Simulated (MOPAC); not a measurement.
Excited-state calculation, with input and output: C3H5F3 (part 2 of 2)

The same run, continued: C3H5F3; INDO/S, RHF (MOPAC 23.2.5). The geometry was optimised with PM6.

Geometry of the input (Å):
```
C  -0.2152  -1.0691  0.7743
C  0.2972  -0.3431  -0.4616
C  0.0460  1.1580  -0.4004
F  -1.2438  1.5261  -0.3233
F  0.4974  1.8306  -1.4767
F  0.6218  1.8005  0.6297
H  0.2669  -0.7150  1.6956
H  -0.0151  -2.1466  0.7016
H  -1.2990  -0.9508  0.9073
H  1.3875  -0.5325  -0.5879
H  -0.1812  -0.7637  -1.3756
```

**Output, continued**
```
   2     10.9771021    88537.    112.95  0.000611  -0.885412  -0.108254  -0.452024  7.373909  -0.092  -7.029   2.227
   3     11.1978422    90317.    110.72  0.051778  -0.141768   0.989878  -0.006567  3.411603  -0.179  -3.152   1.294
   4     12.2066142    98453.    101.57  0.004297   0.058452  -0.979379   0.193390  2.776255   0.740  -2.587  -0.683
   5     12.2891334    99119.    100.89  0.003669   0.076741   0.829471  -0.553253  0.566950   0.032   0.058   0.563
   6     12.2966912    99180.    100.83  0.003595  -0.896483  -0.198352  -0.396200  0.867806   0.141   0.137  -0.845
   7     12.3803415    99854.    100.15  0.000227   0.880641   0.123553   0.457390  1.656603   0.723  -0.195  -1.478
   8     12.4388488   100326.     99.67  0.000050   0.876473   0.114275   0.467693  1.353016  -0.595  -0.064   1.213
   9     12.6980085   102417.     97.64  0.001828   0.327373   0.484049  -0.811494  4.147436   0.234  -4.080   0.705
  10     13.1753846   106267.     94.10  0.007410  -0.353638   0.805569   0.475393  1.740214  -0.174  -1.523   0.824
  11     13.3377116   107576.     92.96  0.017829  -0.885315  -0.131677  -0.445959  6.475673  -0.805  -5.554   3.231
  12     13.7369001   110796.     90.26  0.009985  -0.072893  -0.898898   0.432053  4.817274  -0.966  -3.605   3.046
  13     14.3075568   115399.     86.66  0.029012   0.276885   0.621205  -0.733102  2.482215   1.156  -0.605  -2.112
  14     14.4992974   116945.     85.51  0.004459   0.883694   0.109748   0.455017  3.278500   1.513  -1.120  -2.684
  15     14.5024324   116970.     85.49  0.044028  -0.460251   0.034788   0.887107  0.598972  -0.025  -0.564   0.201
  16     14.5344582   117229.     85.30  0.045896   0.885209   0.130432   0.446533  3.018285  -1.311  -0.308   2.701
  17     14.8102035   119453.     83.72  0.066600   0.452199  -0.254236  -0.854915  4.893119  -0.274   4.861  -0.486
  18     14.8574601   119834.     83.45  0.008078  -0.942382  -0.098291  -0.319774  6.759697  -0.833   6.683  -0.582
  19     14.9762200   120792.     82.79  0.001960   0.816888   0.206645   0.538509  6.951620  -0.655   6.886  -0.689
  20     15.0104871   121068.     82.60  0.141745  -0.321281   0.791003   0.520666  2.979621   1.143   0.712  -2.658

 Polarizability (au  ) xx=    1.17 xy=   -0.42 yy=    2.22 xz=   -0.42 yz=    0.58 zz=    1.66
 Polarizability (A**3) xx=    0.17 xy=   -0.06 yy=    0.33 xz=   -0.06 yz=    0.09 zz=    0.25

 Major CI contributions to CI states

State    1  0.0000     CI coeff  CI percent
    Config       1   1.00000000  1.00000000
 Total coeff printed             1.00000000

State    2 10.9771     CI coeff  CI percent
    Config       2   0.99102374  0.98212804
    Config       4  -0.07291992  0.00531731
    Config       6  -0.04928137  0.00242865
    Config      29   0.07647197  0.00584796
 Total coeff printed             0.99572197

State    3 11.1978     CI coeff  CI percent
    Config       3  -0.98359513  0.96745938
    Config       7  -0.05220906  0.00272579
    Config       9  -0.05889927  0.00346912
    Config      12  -0.06444947  0.00415373
    Config      13  -0.04081723  0.00166605
    Config      21  -0.08436335  0.00711717
    Config      22  -0.05944578  0.00353380
    Config      28  -0.05129127  0.00263079
 Total coeff printed             0.99275585

State    4 12.2066     CI coeff  CI percent
    Config       3  -0.07721405  0.00596201
    Config       5   0.73240364  0.53641509
    Config       7   0.19716067  0.03887233
    Config       9   0.57138978  0.32648628
    Config      11   0.16467480  0.02711779
    Config      12   0.10025104  0.01005027
    Config      13  -0.12778302  0.01632850
    Config      16   0.06692083  0.00447840
    Config      18  -0.09258279  0.00857157
    Config      20   0.10459206  0.01093950
    Config      21  -0.04444962  0.00197577
    Config      27   0.05737473  0.00329186
    Config      28   0.05480776  0.00300389
    Config      31  -0.05910587  0.00349350
 Total coeff printed             0.99698676

State    5 12.2891     CI coeff  CI percent
    Config       3   0.05535010  0.00306363
    Config       5   0.54671467  0.29889693
    Config       6   0.11161047  0.01245690
    Config       7  -0.59675062  0.35611130
    Config       9  -0.46603988  0.21719317
    Config      11  -0.11263637  0.01268695
    Config      12  -0.09645128  0.00930285
    Config      13  -0.05144401  0.00264649
    Config      16   0.22389097  0.05012717
    Config      18   0.06391422  0.00408503
    Config      20   0.09265323  0.00858462
    Config      21   0.04656495  0.00216829
    Config      22  -0.12631302  0.01595498
 Total coeff printed             0.99327830

State    6 12.2967     CI coeff  CI percent
    Config       4  -0.56144717  0.31522293
    Config       6   0.77204024  0.59604614
    Config       7   0.10509986  0.01104598
    Config       9   0.04302051  0.00185076
    Config      10   0.04087650  0.00167089
    Config      15   0.04907945  0.00240879
    Config      17   0.19602474  0.03842570
    Config      24   0.15342739  0.02353996
 Total coeff printed             0.99021115

State    7 12.3803     CI coeff  CI percent
    Config       2   0.06484966  0.00420548
    Config       4   0.61831841  0.38231765
    Config       6   0.37961320  0.14410618
    Config       8  -0.61943778  0.38370317
    Config      10  -0.10144143  0.01029036
    Config      15  -0.04962492  0.00246263
    Config      17   0.11976264  0.01434309
    Config      19  -0.16958412  0.02875877
    Config      24   0.06713925  0.00450768
    Config      25  -0.13936829  0.01942352
 Total coeff printed             0.99411854

State    8 12.4388     CI coeff  CI percent
    Config       2  -0.06428383  0.00413241
    Config       4  -0.50395105  0.25396666
    Config       6  -0.37244563  0.13871575
    Config       8  -0.70555509  0.49780799
    Config      10   0.13730058  0.01885145
    Config      15   0.04062257  0.00165019
    Config      17  -0.10845268  0.01176198
    Config      19  -0.21076839  0.04442332
    Config      24  -0.05818549  0.00338555
    Config      25  -0.14520594  0.02108477
 Total coeff printed             0.99578006

State    9 12.6980     CI coeff  CI percent
    Config       5  -0.28308532  0.08013730
    Config       6   0.05206190  0.00271044
    Config       7  -0.70424922  0.49596696
    Config       9   0.51646729  0.26673846
    Config      11  -0.05218588  0.00272337
    Config      12   0.29614902  0.08770424
    Config      13  -0.19950955  0.03980406
    Config      16  -0.08350076  0.00697238
    Config      20   0.07536646  0.00568010
    Config      26  -0.07142173  0.00510106
    Config      28   0.05219826  0.00272466
 Total coeff printed             0.99626304

State   10 13.1754     CI coeff  CI percent
    Config       3   0.05474270  0.00299676
    Config       5   0.05964447  0.00355746
    Config       7   0.10357264  0.01072729
    Config       9   0.16423976  0.02697470
    Config      11  -0.85726105  0.73489652
    Config      12  -0.32331597  0.10453321
    Config      13  -0.15659666  0.02452251
    Config      16  -0.10052336  0.01010495
    Config      18   0.13195765  0.01741282
    Config      21  -0.20572675  0.04232350
    Config      26  -0.08163896  0.00666492
    Config      27   0.09577257  0.00917238
    Config      42  -0.04589861  0.00210668
 Total coeff printed             0.99599371

State   11 13.3377     CI coeff  CI percent
    Config       2  -0.04034533  0.00162775
    Config       4  -0.15570576  0.02424428
    Config       6  -0.06860358  0.00470645
    Config      10  -0.96421914  0.92971855
    Config      14   0.15722536  0.02471981
    Config      29  -0.05246371  0.00275244
    Config      30  -0.06675759  0.00445658
    Config      32  -0.06075515  0.00369119
 Total coeff printed             0.99591705

State   12 13.7369     CI coeff  CI percent
    Config       5  -0.09323995  0.00869369
    Config       7  -0.20634975  0.04258022
    Config       9   0.26837956  0.07202759
    Config      11   0.29667582  0.08801654
    Config      12  -0.85123075  0.72459379
    Config      13   0.16979908  0.02883173
    Config      16   0.09353612  0.00874901
    Config      18  -0.10780286  0.01162146
    Config      21  -0.06772589  0.00458680
    Config      22   0.04931190  0.00243166
    Config      26   0.04896321  0.00239740
 Total coeff printed             0.99452988

State   13 14.3076     CI coeff  CI percent
    Config       3  -0.05345104  0.00285701
    Config       5  -0.06431272  0.00413613
    Config       9   0.14442725  0.02085923
    Config      11  -0.19026074  0.03619915
    Config      12   0.19039434  0.03625000
    Config      13   0.64449502  0.41537383
    Config      16   0.59503156  0.35406255
    Config      17  -0.04984036  0.00248406
    Config      18   0.12524439  0.01568616
    Config      20   0.20415174  0.04167793
    Config      21  -0.16518709  0.02728677
    Config      22   0.13430337  0.01803740
    Config      26   0.07057633  0.00498102
    Config      28  -0.05674979  0.00322054
    Config      31  -0.07032564  0.00494570
    Config      47   0.05948735  0.00353875
    Config      48   0.06699713  0.00448862
    Config      50  -0.04966335  0.00246645
 Total coeff printed             0.99855129

State   14 14.4993     CI coeff  CI percent
    Config      10   0.05593517  0.00312874
    Config      14   0.19186057  0.03681048
    Config      15   0.75723440  0.57340394
    Config      23  -0.52861311  0.27943182
    Config      34   0.21693798  0.04706209
    Config      38   0.19330068  0.03736515
    Config      40   0.12609592  0.01590018
 Total coeff printed             0.99310240

State   15 14.5024     CI coeff  CI percent
    Config       7   0.08699061  0.00756737
    Config       9  -0.07595972  0.00576988
    Config      11   0.17595383  0.03095975
    Config      12  -0.08646742  0.00747661
    Config      13  -0.26614633  0.07083387
    Config      18   0.56839362  0.32307131
    Config      20   0.56702728  0.32151993
    Config      21   0.06977010  0.00486787
    Config      22   0.39261846  0.15414926
    Config      26  -0.16862824  0.02843548
    Config      28  -0.18510928  0.03426545
    Config      48   0.04988481  0.00248849
 Total coeff printed             0.99140528

State   16 14.5345     CI coeff  CI percent
    Config      10   0.15117752  0.02285464
    Config      14   0.95367515  0.90949628
    Config      15  -0.20500632  0.04202759
    Config      17   0.07239351  0.00524082
    Config      24   0.07761229  0.00602367
    Config      29  -0.06248752  0.00390469
    Config      34  -0.04150211  0.00172242
    Config      36  -0.04929909  0.00243040
 Total coeff printed             0.99370052

State   17 14.8102     CI coeff  CI percent
    Config       3   0.04269611  0.00182296
    Config       5  -0.22902450  0.05245222
    Config       7   0.13401039  0.01795878
    Config       9  -0.06809740  0.00463726
    Config      11   0.05584627  0.00311881
    Config      13  -0.49391498  0.24395200
    Config      16   0.56047861  0.31413627
    Config      17   0.07290854  0.00531565
    Config      18  -0.29349103  0.08613699
    Config      20   0.24399527  0.05953369
    Config      21  -0.28659897  0.08213897
    Config      22  -0.31176605  0.09719807
    Config      24   0.04434557  0.00196653
    Config      26  -0.11581504  0.01341312
    Config      27   0.05512885  0.00303919
    Config      28   0.05731220  0.00328469
    Config      31   0.05994247  0.00359310
    Config      47  -0.05965418  0.00355862
 Total coeff printed             0.99725692

State   18 14.8575     CI coeff  CI percent
    Config       6  -0.30457514  0.09276601
    Config      13   0.08290965  0.00687401
    Config      14  -0.11621238  0.01350532
    Config      17   0.78284388  0.61284454
    Config      19   0.13785413  0.01900376
    Config      22   0.05216408  0.00272109
    Config      24   0.49050636  0.24059648
    Config      46  -0.07298703  0.00532711
 Total coeff printed             0.99363832

State   19 14.9762     CI coeff  CI percent
    Config       6  -0.04551503  0.00207162
    Config       8   0.33181165  0.11009897
    Config      15   0.09190302  0.00844616
    Config      19  -0.76473201  0.58481505
    Config      23   0.11366010  0.01291862
    Config      24   0.14915142  0.02224615
    Config      25  -0.49776933  0.24777430
    Config      34  -0.04147443  0.00172013
    Config      49   0.07011643  0.00491631
 Total coeff printed             0.99500732

State   20 15.0105     CI coeff  CI percent
    Config       3  -0.04152447  0.00172428
    Config       5  -0.06595942  0.00435064
    Config       7   0.08154160  0.00664903
    Config       9   0.13729778  0.01885068
    Config      11  -0.12113720  0.01467422
    Config      12  -0.05446384  0.00296631
    Config      13  -0.17840835  0.03182954
    Config      15   0.05411943  0.00292891
    Config      16   0.09936595  0.00987359
    Config      18   0.15636971  0.02445148
    Config      20   0.12885612  0.01660390
    Config      21   0.33836963  0.11449401
    Config      22  -0.23388825  0.05470371
    Config      23   0.05043730  0.00254392
    Config      26   0.64726533  0.41895241
    Config      27  -0.41958477  0.17605138
    Config      31  -0.11305199  0.01278075
    Config      37   0.21338072  0.04553133
    Config      39   0.14785111  0.02185995
    Config      42   0.10901189  0.01188359
    Config      48   0.04399217  0.00193531
 Total coeff printed             0.99563897

 -------------------------------------------------------------------------------
 INDO CIS WRTCI=20 C.I.=14 1SCF MAXCI=800 AUX(PRECISION=6) THREADS=1

     1SCF WAS SPECIFIED, SO BFGS WAS NOT USED
     SCF FIELD WAS ACHIEVED

                              INDO CALCULATION

          COSMO AREA              =        116.01 SQUARE ANGSTROMS
          COSMO VOLUME            =        103.96 CUBIC ANGSTROMS

          IONIZATION POTENTIAL    =         13.829210 EV
          HOMO LUMO ENERGIES (EV) =        -13.829  2.249
          NO. OF FILLED LEVELS    =         19
          MOLECULAR WEIGHT        =         98.0677         POINT GROUP:  Cs

          MOLECULAR DIMENSIONS (Angstroms)

            Atom       Atom       Distance
            H     8    F     5     4.56352
            H    11    F     6     3.06111
            F     4    H    10     2.99927

          SCF CALCULATIONS        =          1

          WALL-CLOCK TIME         =      0.020 SECONDS
          COMPUTATION TIME        =      0.020 SECONDS

   ATOM   CHEMICAL          X               Y               Z
  NUMBER   SYMBOL      (ANGSTROMS)     (ANGSTROMS)     (ANGSTROMS)

     1       C         -0.21521700  *  -1.06912400  *   0.77428000  *
     2       C          0.29716900  *  -0.34313000  *  -0.46158000  *
     3       C          0.04604600  *   1.15799000  *  -0.40044000  *
     4       F         -1.24380600  *   1.52612000  *  -0.32330900  *
     5       F          0.49739500  *   1.83062400  *  -1.47669100  *
     6       F          0.62182600  *   1.80047700  *   0.62967800  *
     7       H          0.26690100  *  -0.71502400  *   1.69561900  *
     8       H         -0.01512400  *  -2.14655600  *   0.70161900  *
     9       H         -1.29903500  *  -0.95080900  *   0.90728300  *
    10       H          1.38754600  *  -0.53254300  *  -0.58791700  *
    11       H         -0.18124800  *  -0.76372100  *  -1.37558800  *

                             CARTESIAN COORDINATES

   1    C       -0.215217000    -1.069124000     0.774280000
   2    C        0.297169000    -0.343130000    -0.461580000
   3    C        0.046046000     1.157990000    -0.400440000
   4    F       -1.243806000     1.526120000    -0.323309000
   5    F        0.497395000     1.830624000    -1.476691000
   6    F        0.621826000     1.800477000     0.629678000
   7    H        0.266901000    -0.715024000     1.695619000
   8    H       -0.015124000    -2.146556000     0.701619000
   9    H       -1.299035000    -0.950809000     0.907283000
  10    H        1.387546000    -0.532543000    -0.587917000
  11    H       -0.181248000    -0.763721000    -1.375588000

           Empirical Formula: C3 H5 F3  =    11 atoms

      MOLECULAR POINT GROUP   :   Cs

                  EIGENVALUES
 -52.03286 -43.91273 -43.90410 -37.94023 -28.12591 -23.63468 -22.17954 -22.15787
 -21.02467 -18.65601 -17.30097 -16.78163 -16.34678 -15.67763 -15.53145 -15.51029
 -15.44096 -13.95089 -13.82921   2.24881   3.75494   4.60740   5.92129   6.50063
   6.57498   8.01511   8.38709   8.46860   9.83748

              NET ATOMIC CHARGES AND DIPOLE CONTRIBUTIONS

  ATOM NO.   TYPE          CHARGE      No. of ELECS.   s-Pop       p-Pop
    1          C          -0.020837        4.0208     1.04865     2.97219
    2          C           0.040287        3.9597     1.03517     2.92455
    3          C           0.642044        3.3580     0.99540     2.36255
    4          F          -0.253972        7.2540     1.87531     5.37866
    5          F          -0.258993        7.2590     1.87678     5.38221
    6          F          -0.253977        7.2540     1.87534     5.37864
    7          H           0.018949        0.9811     0.98105
    8          H           0.010873        0.9891     0.98913
    9          H           0.018951        0.9810     0.98105
   10          H           0.028284        0.9717     0.97172
   11          H           0.028391        0.9716     0.97161
 DIPOLE           X         Y         Z       TOTAL
 POINT-CHG.     0.430    -3.164     0.068     3.194
 HYBRID         0.002     0.052    -0.018     0.055
 SUM            0.432    -3.111     0.050     3.142

          ATOMIC ORBITAL ELECTRON POPULATIONS

     Atom    s        px        py        pz
    1  C   1.04865   1.00016   0.98915   0.98288
    2  C   1.03517   1.00404   0.91094   1.00957
    3  C   0.99540   0.72215   0.92413   0.71628
    4  F   1.87531   1.44135   1.94813   1.98918
    5  F   1.87678   1.92469   1.84563   1.61190
    6  F   1.87534   1.88175   1.85569   1.64120
    7  H   0.98105
    8  H   0.98913
    9  H   0.98105
   10  H   0.97172
   11  H   0.97161

 *                    *
 * JOB ENDED NORMALLY *
 *                    *

 TOTAL JOB TIME:             0.03 SECONDS

 == MOPAC DONE ==
```

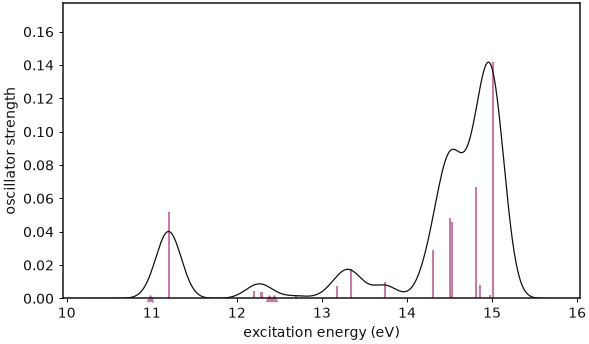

Computed excitations as sticks (degenerate states added up, dark ones marked on the axis), with a Gaussian envelope of 0.35 eV full width at half maximum, scaled to the tallest. Of the 19 states the lowest lies at 10.98 eV (f = 0.001); the strongest line is at 15.01 eV, or 83 nm (f = 0.142).

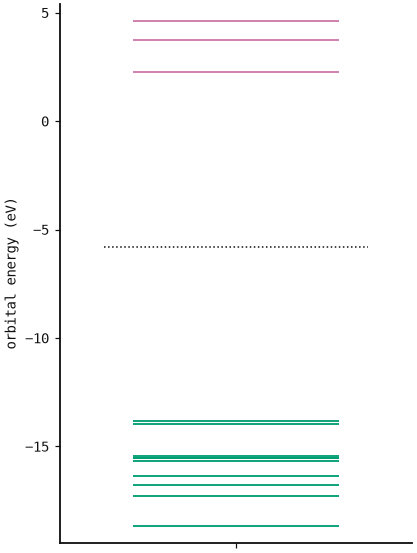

Orbital energies near the frontier; the dotted line parts filled from empty levels, and levels within 0.02 eV of each other stand side by side. Highest filled −13.83 eV, lowest empty 2.25 eV, 16.08 eV apart.
